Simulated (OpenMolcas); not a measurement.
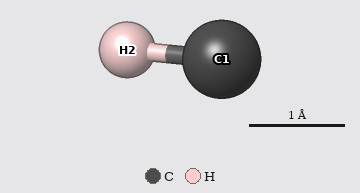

The input geometry (ball-and-stick view, seen at a tilt; atoms are numbered from 1 in the order of the input).

Single-point calculation, with input and output: CH

System: CH, multiplicity 2, SMILES [CH].
Method: HF/6-31G*, ROHF (OpenMolcas 26.06).

The geometry comes from this level: GFN2-xTB.

## Input
```
&GATEWAY
 BasLib = $CurrDir
 Coord
 2
 angstrom
 C        0.000000       0.000000       0.000000
 H        0.000000       0.000000       1.114340
 Basis = 6-31Gs
 Group = NoSym

&SEWARD

&SCF
 UHF
 Spin = 2
 PrOrbitals = 1 1

&RASSCF
 FileOrb = $Project.UnaOrb
 Spin = 2
 Nactel = 1 0 0
 Inactive = 3
 Ras2 = 1
 OutOrbitals = Canonical
 OrbListing = Nothing
```

Hardware: 1 thread of Arm Neoverse V1, 24 GiB of memory available, shared host.

Launched with:
```bash
export MOLCAS_MEM=1860
pymolcas step1.input > step1.log
```

## Log
```
--- Start Module: gateway ---

                                              &GATEWAY

                       available to each process: 1.9 GB of memory, 1 thread

 Basis Set     1 Label: C.6-31GS
 Basis set is read from library:.
 basistype.tbl is not found

 Basis Set     2 Label: H.6-31GS
 Basis set is read from library:.
 basistype.tbl is not found

++    Symmetry information:
      ---------------------

                    Character Table for C1

                             E
                    a        1  x, y, xy, Rz, z, xz, Ry, yz, Rx, I
--

++    Basis set information:
      ----------------------

      Basis set label: C.6-31GS.........

      Electronic valence basis set:
      ------------------
      Associated Effective Charge   6.000000 au
      Associated Actual Charge      6.000000 au
      Nuclear Model: Point charge

      Shell  nPrim  nBasis  Cartesian Spherical Contaminant
         s      10       3        X
         p       4       2        X
         d       1       1                 X

      Basis set label: H.6-31GS.........

      Electronic valence basis set:
      ------------------
      Associated Effective Charge   1.000000 au
      Associated Actual Charge      1.000000 au
      Nuclear Model: Point charge

      Shell  nPrim  nBasis  Cartesian Spherical Contaminant
         s       4       2        X
--

++    Molecular structure info:
      -------------------------

                    ************************************************
                    **** Cartesian Coordinates / bohr, angstrom ****
                    ************************************************

     Center  Label                x              y              z                     x              y              z
        1      C1               0.000000       0.000000       0.000000              0.000000       0.000000       0.000000
        2      H2               0.000000       0.000000       2.105797              0.000000       0.000000       1.114340
--

            Nuclear Potential Energy              2.84927694 au

--- Stop Module: gateway /rc=_RC_ALL_IS_WELL_ ---

--- Start Module: seward ---

                                              &SEWARD

                       available to each process: 1.9 GB of memory, 1 thread

               SEWARD will generate:
                  Multipole Moment integrals up to order  2
                  Kinetic Energy integrals
                  Nuclear Attraction integrals (point charge)
                  One-Electron Hamiltonian integrals
                  Velocity integrals
                  Orbital angular momentum around (  0.0000   0.0000   0.1632 )
                  Velocity quadrupole around (  0.0000   0.0000   0.1632 )
                  Two-Electron Repulsion integrals

                   Integrals are discarded if absolute value <: 1.00E-14
                   Integral cutoff threshold is set to       <: 1.00E-16

            Nuclear Potential Energy              2.84927694 au

      Basis set specifications :
      Symmetry species         a
      Basis functions           16

--- Stop Module: seward /rc=_RC_ALL_IS_WELL_ ---

--- Start Module: scf ---

                                                &SCF

                       available to each process: 1.9 GB of memory, 1 thread

++    Input section:
      --------------

      Header of the integral files:

      Cartesian coordinates in angstrom:
      -----------------------------------------------------
      No.  Label        X            Y            Z
      -----------------------------------------------------
       1   C1         0.00000000   0.00000000   0.00000000
       2   H2         0.00000000   0.00000000   1.11434000
      -----------------------------------------------------
      Nuclear repulsion energy =    2.84927694
--

++    Orbital specifications:
      -----------------------

      Symmetry species               1
                                     a
      Frozen orbitals                0
      Occupied orbitals alpha        4
      Occupied orbitals beta         3
      Secondary orbitals alpha      12
      Secondary orbitals beta       13
      Deleted orbitals               0
      Total number of orbitals      16
      Number of basis functions     16
--

      Molecular charge                           0.000

++    Optimization specifications:
      ----------------------------

      SCF Algorithm: Conventional USCF
      D(i)-D(i-1) density differences are used
      Number of density matrices in core                 5
      Maximum number of NDDO SCF iterations            400
      Maximum number of HF SCF iterations              400
      Threshold for SCF energy change             1.00E-09
      Threshold for density matrix                1.00E-04
      Threshold for Fock matrix                   1.50E-04
      Threshold for linear dependence             1.00E-09
      Threshold at which DIIS is turned on        1.50E-01
      Maximum depth in the DIIS procedure                5
      Maximum depth in the BFGS Hessian update          30
      Threshold at which QNR/C2DIIS is turned on  7.50E-02
      Threshold for Norm(delta) (QNR/C2DIIS)      1.00E-03
      All orbitals punched on: UHFORB
--

      Input vectors read from INPORB
      Orbital file label: *Guess orbitals

++ Convergence information
                               UHF SCF        iterations: Energy and convergence statistics

Iter     Tot. SCF        One-elec.       Two-elec.     Energy      Max Dij or  Max Fij      DNorm      TNorm      AccCon     Time
         Energy          Energy          Energy        Change      Delta Norm                                                in Sec.
   1   -38.209022977   -56.597291974    15.538992059   0.00E+00    1.48E-01*   8.74E-02*    3.05E+00   1.75E+01   None         0.
   2   -38.262164013   -56.657265287    15.545824337  -5.31E-02*   4.25E-02*   2.45E-02*    6.88E-01   1.75E+01   EDIIS        0.
   3   -38.264258864   -56.666330583    15.552794780  -2.09E-03*   3.88E-03*   1.14E-02*    1.35E-01   1.75E+01   c2DIIS       0.
   4   -38.264501577   -56.662940891    15.549162376  -2.43E-04*   2.96E-03*   8.15E-04*    1.08E-02   1.75E+01   QNRc2DIIS    0.
   5   -38.264505771   -56.663163959    15.549381251  -4.19E-06*   4.60E-03*   4.12E-04*    3.84E-03   1.75E+01   QNRc2DIIS    0.
   6   -38.264508281   -56.662833980    15.549048761  -2.51E-06*   7.71E-04    1.56E-04*    6.41E-03   1.75E+01   QNRc2DIIS    0.
   7   -38.264508425   -56.662907859    15.549122496  -1.44E-07*   1.02E-03*   1.27E-04     1.69E-03   1.75E+01   QNRc2DIIS    0.
   8   -38.264508527   -56.662962927    15.549177461  -1.03E-07*   7.53E-05    1.43E-05     2.57E-03   1.75E+01   QNRc2DIIS    0.
   9   -38.264508528   -56.662982248    15.549196782  -1.05E-09*   9.95E-06    2.49E-06     1.25E-04   1.75E+01   QNRc2DIIS    0.
  10   -38.264508528   -56.662978878    15.549193411  -3.27E-11    3.92E-06    8.49E-07     2.04E-05   1.75E+01   QNRc2DIIS    0.

       Convergence after  10 Iterations
--

 *****************************************************************************************************************************
 *                                             SCF/KS-DFT Program, Final results                                             *
 *                                                       Final Results                                                       *
 *****************************************************************************************************************************

::    Total SCF energy                                -38.2645085284
      One-electron energy                             -56.6629788778
      Two-electron energy                              15.5491934113
      Nuclear repulsion energy                          2.8492769382
      Kinetic energy (interpolated)                    38.3099631188
      Virial theorem                                    0.9988135047
      Total spin, S(S+1)                                0.7558905391
      Total spin, S                                     0.5029409450
      Max non-diagonal density matrix element           0.0000021081
      Max non-diagonal Fock matrix element              0.0000004432

      All orbitals with orbital energies smaller than  E(LUMO)+0.5 are printed

++    Molecular orbitals:
      -------------------

      Title: UHF orbitals (alpha)

      Molecular orbitals for symmetry species 1: a

          Orbital            1         2         3         4         5         6
          Energy          -11.3143   -0.8748   -0.4632   -0.4160    0.0606    0.2747
          Occ. No.          1.0000    1.0000    1.0000    1.0000    0.0000    0.0000

--

      All orbitals with orbital energies smaller than  E(LUMO)+0.5 are printed

++    Molecular orbitals:
      -------------------

      Title: UHF orbitals (beta)

      Molecular orbitals for symmetry species 1: a

          Orbital            1         2         3         4         5         6
          Energy          -11.2909   -0.7814   -0.4241    0.0858    0.1442    0.2903
          Occ. No.          1.0000    1.0000    1.0000    0.0000    0.0000    0.0000

--

++    Molecular charges:
      ------------------

      Mulliken charges per centre and basis function type
      ---------------------------------------------------

                            C1                      H2
                     alpha        beta       alpha        beta
      1s           1.9702      1.9160      0.4022      0.4718
      2px          0.0004      0.0000      0.0000      0.0000
      2pz          0.6185      0.6030      0.0000      0.0000
      2py          0.9990      0.0000      0.0000      0.0000
      3d2+         0.0005      0.0004      0.0000      0.0000
      3d1+         0.0000      0.0000      0.0000      0.0000
      3d0          0.0085      0.0087      0.0000      0.0000
      3d1-         0.0006      0.0000      0.0000      0.0000
      3d2-         0.0000      0.0000      0.0000      0.0000
      Total        3.5978      2.5282      0.4022      0.4718
      Total              6.1259                  0.8741

      Charge           -0.1259                  0.1259

      Total electronic charge=    7.000000

      Total            charge=   -0.000000
--

++    Molecular orbitals:
      -------------------

      Title: Natural orbitals

      Molecular orbitals for symmetry species 1: a

          Orbital            1         2         3         4         5         6         7         8         9        10
          Energy          -11.2882   -0.5107   -0.7727   -0.1189    1.0821    1.1550    0.9620    0.0733    0.7736    0.8132
          Occ. No.          2.0000    1.9998    1.9973    1.0000    0.0027    0.0002    0.0000    0.0000    0.0000    0.0000

          Orbital           11        12        13        14        15        16
          Energy            0.8045    1.2191    1.9747    1.9891    2.2343    1.9636
          Occ. No.          0.0000    0.0000    0.0000    0.0000    0.0000    0.0000

--

++    Molecular properties:
      ---------------------

      Charge (e):
                      =   -0.0000
      Dipole Moment (debye):
      Origin of the operator (angstrom)=    0.0000    0.0000    0.0863
                   X=  6.2777E-16               Y=  6.9538E-16               Z=  1.5709E+00           Total=  1.5709E+00
      Quadrupole Moment (debye*angstrom):
      Origin of the operator (angstrom)=    0.0000    0.0000    0.0863
                  XX= -5.3933E+00              XY= -4.0299E-02              XZ= -1.5406E-16              YY= -7.3188E+00
                  YZ= -1.4734E-16              ZZ= -7.3917E+00
      In traceless form (debye*angstrom)
                  XX=  1.9620E+00              XY= -6.0449E-02              XZ= -2.3110E-16              YY= -9.2633E-01
                  YZ= -2.2100E-16              ZZ= -1.0357E+00
--

--- Stop Module: scf /rc=_RC_ALL_IS_WELL_ ---

--- Start Module: rasscf ---

                                              &RASSCF

                       available to each process: 1.9 GB of memory, 1 thread

      Header of the ONEINT file:
      --------------------------

      OrdInt status: non-squared

      Cartesian coordinates in angstrom:
      -----------------------------------------------------
      No.  Label        X            Y            Z
      -----------------------------------------------------
       1   C1         0.00000000   0.00000000   0.00000000
       2   H2         0.00000000   0.00000000   1.11434000
      -----------------------------------------------------
      Nuclear repulsion energy =    2.84927694

++    Wave function specifications:
      -----------------------------

      Number of closed shell electrons           6
      Number of electrons in active shells       1
      Max number of holes in RAS1 space          0
      Max nr of electrons in RAS3 space          0
      Number of inactive orbitals                3
      Number of active orbitals                  1
      Number of secondary orbitals              12
      Spin quantum number                      0.5
      State symmetry                             1
--

++    Orbital specifications:
      -----------------------

      Symmetry species                           1
                                                 a
      Frozen orbitals                            0
      Inactive orbitals                          3
      Active orbitals                            1
      RAS1 orbitals                              0
      RAS2 orbitals                              1
      RAS3 orbitals                              0
      Secondary orbitals                        12
      Deleted orbitals                           0
      Number of basis functions                 16
--

++    CI expansion specifications:
      ----------------------------

      Number of CSFs                             1
      Number of determinants                     1
      Number of root(s) required                 1
      Root chosen for geometry opt.              1
      CI root used                               1

      highest root included in the CI            1
      max. size of the explicit Hamiltonian      1
--

++    Optimization specifications:
      ----------------------------

      RASSCF algorithm: Conventional
      Maximum number of macro iterations       200
      Maximum number of SX iterations          100
      Threshold for RASSCF energy            1.000E-08
      Threshold for max MO rotation          1.000E-01
      Threshold for max BLB element          1.000E-04
      Level shift parameter                  5.000E-01
      Make Quasi-Newton update
--

      The MO-coefficients are taken from the file:
      step1.UnaOrb
      Title:UHF natural orbitals

      Total molecular charge    0.00

      ************************************************************************************************************************
      *                                            Wave function control section                                             *
      ************************************************************************************************************************

                                         RASSCF iterations: Energy and convergence statistics
                                         ----------------------------------------------------

          iter iter root      energy       change     param      element    value   shift minimum  type update hh:mm:ss
 Nr of preliminary CI iterations:   1
        1   1    8    1   -38.26093196    0.00E+00   2.89E-03    4   9 1 -3.47E-03*  0.31   0.00    SX    NO    0:00:00
        2   1    8    1   -38.26094825   -1.63E-05*  1.11E-03    4   9 1 -1.33E-03*  0.31   0.00    SX    NO    0:00:00
        3   1    7    1   -38.26095136   -3.12E-06*  5.27E-04    4   9 1 -6.33E-04*  0.31   0.00    SX    NO    0:00:00
        4   1    7    1   -38.26095210   -7.36E-07* -2.59E-04    4   9 1 -3.11E-04*  0.31   0.00    SX    NO    0:00:00
        5   1    5    1   -38.26095228   -1.78E-07* -2.53E-04    4   9 1 -1.55E-04*  0.31   1.98    LS   YES    0:00:00
        6   1    5    1   -38.26095234   -5.78E-08* -6.47E-06    3  12 1  1.44E-05   0.31   1.00    QN   YES    0:00:00
        7   1    5    1   -38.26095234   -5.77E-10   6.86E-06    2   6 1 -7.41E-06   0.31   2.00    QN   YES    0:00:00
      Convergence after  7 iterations
        8   1    5    1   -38.26095234   -2.12E-10   6.86E-06    2  15 1 -1.11E-06   0.31   2.00    QN   YES    0:00:00

      ************************************************************************************************************************
                                                      Wave function printout:
                       occupation of active orbitals, and spin coupling of open shells (u,d: Spin up or down)
      ************************************************************************************************************************

      Note: transformation to natural orbitals
      has been made, which may change the order of the CSFs.

      printout of CI-coefficients larger than  0.05 for root  1
      energy=     -38.260952
      conf/sym  1     Coeff  Weight
             1  u   1.00000 1.00000

      Natural orbitals and occupation numbers for root  1
      sym 1:   1.000000

      ************************************************************************************************************************
      *                                                    Final results                                                     *
      ************************************************************************************************************************

++    Final optimization conditions:
      ------------------------------

      Average CI energy                             -38.26095234
      RASSCF energy for state  1                    -38.26095234
      Super-CI energy                                -0.00000000
      RASSCF energy change                           -0.00000000
      Max change in MO coefficients              -1.801E-05
      Max non-diagonal density matrix element     6.855E-06
      Maximum BLB matrix element                 -1.108E-06
      (orbital pair   2,  15 in symmetry   1)
      Norm of electronic gradient            2.395E-06
--

      Final state energy(ies):
      ------------------------

::    RASSCF root number  1 Total energy:    -38.26095234
      Von Neumann Entropy (Root   1) =  0.50000

      Mulliken population analysis for root number:  1
      -----------------------------------------------

++    Molecular charges:
      ------------------

      Mulliken charges per centre
      ---------------------------

                C1      H2
      Total    6.1297  0.8703

      N-E     -0.1297  0.1297

      Total electronic charge=    7.000000

      Total            charge=   -0.000000
--

      Expectation values of various properties for root number:  1
      -----------------------------------------------------------

++    Molecular properties:
      ---------------------

      Charge (e):
                      =   -0.0000
      Dipole Moment (debye):
      Origin of the operator (angstrom)=    0.0000    0.0000    0.0863
                   X=  1.0077E-15               Y=  5.1631E-13               Z=  1.5723E+00           Total=  1.5723E+00
      Quadrupole Moment (debye*angstrom):
      Origin of the operator (angstrom)=    0.0000    0.0000    0.0863
                  XX= -5.4017E+00              XY= -4.0626E-02              XZ=  9.5926E-14              YY= -7.3428E+00
                  YZ= -8.3653E-14              ZZ= -7.3801E+00
      In traceless form (debye*angstrom)
                  XX=  1.9598E+00              XY= -6.0939E-02              XZ=  1.4389E-13              YY= -9.5190E-01
                  YZ= -1.2548E-13              ZZ= -1.0079E+00
--

      Mulliken spin population analysis for root number:  1
      ---------------------------------------------------

++    Molecular charges:
      ------------------

      Mulliken spin population per centre
      ---------------------------

                C1      H2
      Total    1.0000  0.0000

      Total electronic spin=    1.000000
--

      Canonical orbitals are written to the RASORB file
      Natural orbitals for root   1 are written to the RASORB.1 file
      Spin density orbitals for root   1 are written to the SPDORB.1 file

--- Stop Module: rasscf /rc=_RC_ALL_IS_WELL_ ---

.##################.
.# Happy landing! #.
.##################.

    Timing: Wall=1.99 User=1.52 System=0.47
```

## Key numbers

```tsv
quantity	value
outcome	converged
total energy	−38.260952 hartree
basis functions	16
dipole moment	1.57 debye
wall time	2.2 s
peak memory	0.37 GiB
```
